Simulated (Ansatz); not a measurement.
**F₂H₂N₂Si: density, localisation and related maps**

Input

```
crystal:
  periodic: [false, false, false]
  atoms:
    - {symbol: F, position_ang: [3.145104, 2.282002, -0.309449]}
    - {symbol: F, position_ang: [0.725383, 2.157039, -1.334004]}
    - {symbol: "N", position_ang: [1.036906, -0.014165, 1.573976]}
    - {symbol: "N", position_ang: [1.133383, 1.184339, 1.197673]}
    - {symbol: Si, position_ang: [1.829966, 1.341166, -0.465953]}
    - {symbol: H, position_ang: [0.623285, -0.007683, 2.548564]}
    - {symbol: H, position_ang: [2.183922, 0.070084, -1.146911]}
basis:
  gaussian:
    orbitals: def2-TZVPD
hamiltonian:
  xc: pbe0
output: {forces: true, orbitals: {seedname: orbitals}}
```

Command:

```sh
ansatz run input.yaml --threads 1 --pin off --max-ram 2610MiB --events-out events.jsonl --progress --plain --runs-dir runs
```

Geometry: BLYP-D3(BJ)/def2-SVP.

Theory: Ansatz 0.2.0, isolated molecule in a Gaussian basis; Kohn-Sham density functional theory, functional PBE0.

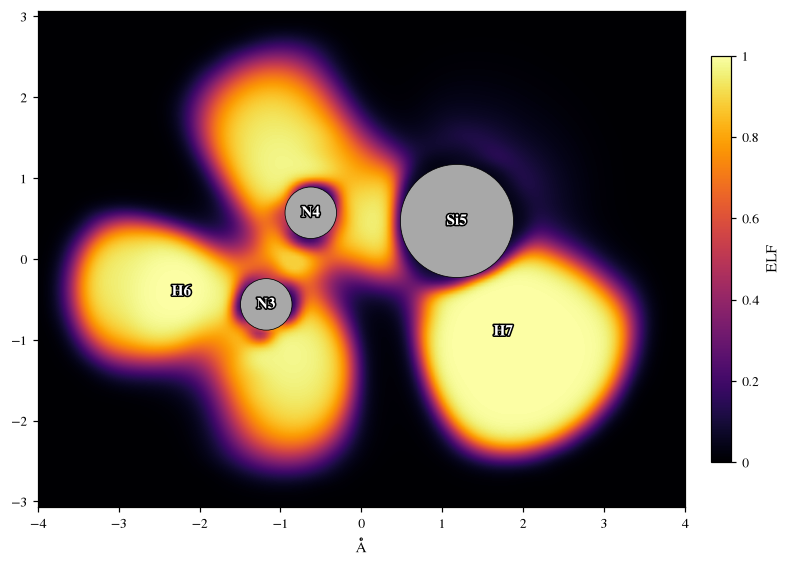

Figure 1. Electron localisation function on the plane of atoms N3, N4 and Si5. Grey discs cover the atomic cores.

Q: Read the bonding off the picture.

A: The section cuts through N, Si and H sites.
N–N (1.26 Å): the ELF peaks at about 0.90 between the atoms; a covalent bond.
Si–N (1.81 Å): the ELF peaks at about 0.95 between the atoms (a polar covalent bond).
N–H (1.06 Å): the ELF climbs to about 1 towards the hydrogen, as it does in any bond to H: an ordinary covalent bond to hydrogen.
Si–H (1.48 Å): the ELF climbs to about 1 towards the hydrogen.
The ELF also peaks beside N3 and N4, away from the bonds: lone-pair regions.

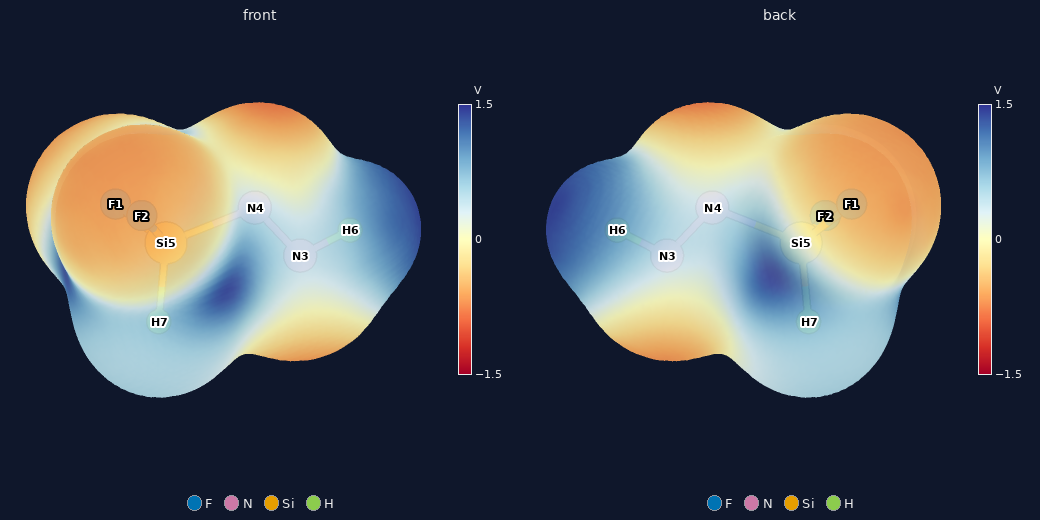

Figure 2. The electrostatic potential painted on the density surface at 0.001 e/bohr³, seen from the front and from behind; the colour scale runs from red (negative) to blue (positive).

Q: Where is the surface potential most negative and most positive?

A: The most negative region (about −0.8 V) lies over N4, the most positive (about +1.4 V) over Si5 and H6.

Q: What dipole moment does the calculation give?

A: Its dipole moment is 1.82 D.

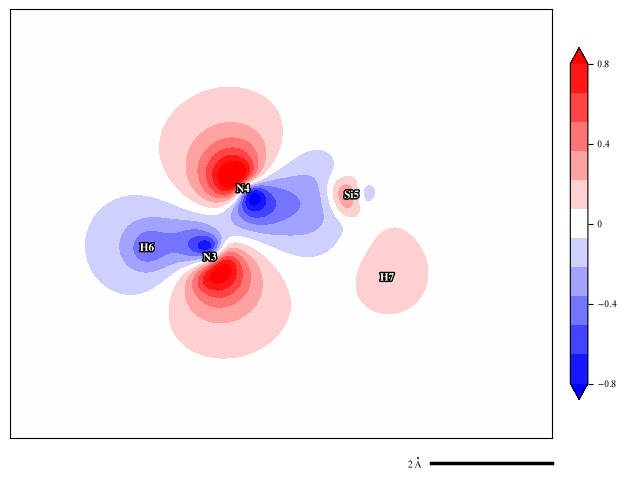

Figure 3. The HOMO on the plane of atoms N4, N3 and H6 (values in Å⁻³ᐟ²; the overall sign is arbitrary).

Q: Where does this orbital lie, and at what energy?

A: It lies mainly on N4 (about 45 %), N3 (about 35 %), Si5 (about 10 %) and H6 (about 10 %). Its energy is −7.17 eV.
